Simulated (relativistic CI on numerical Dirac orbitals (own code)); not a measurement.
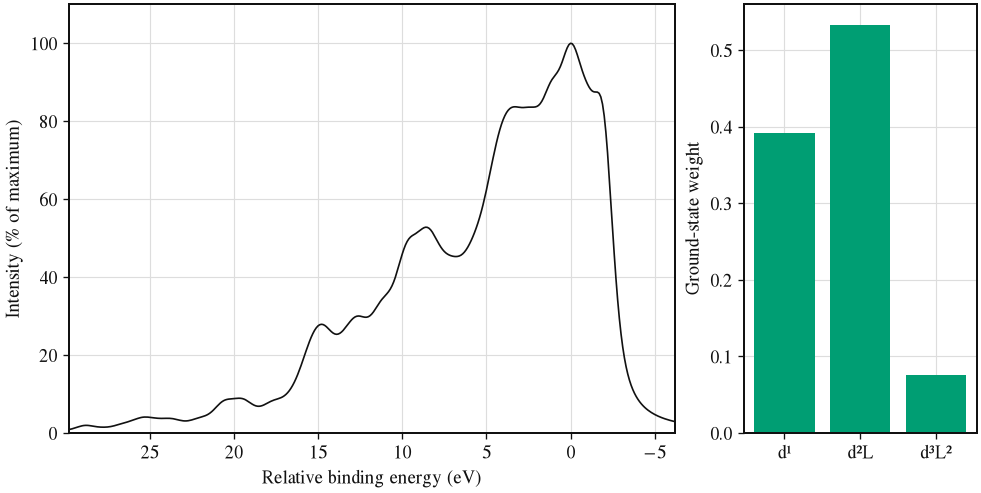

3p photoemission of nominal Cr⁵⁺ (d¹) with Δ = 1.7, U_dd = 5.1, U_pd = 6.1, 10Dq = 0.45 (ligand 1.6), V(eg) = 1.3, V(t2g) = −0.67 eV, final-state hopping scaled by 1. Charge-transfer multiplet model of a cubic metal–ligand cluster, up to 2 ligand holes (L), atomic integrals computed for Dirac–Coulomb–Breit ions and scaled by 0.8, 300 K, Voigt broadening (Lorentzian 0.9 eV, Gaussian 0.8 eV). Energies are counted from the highest peak in the lower part of the range.

Q: Describe the spectrum and the ground state.

A: The main maxima lie at 0.0 eV (100), 8.6 eV (53), 14.8 eV (28) and 19.7 eV (9), heights in % of the largest. The ground state is 39 % d¹, 53 % d²L and 8 % d³L², with 1.68 d electrons and S = 0.50.
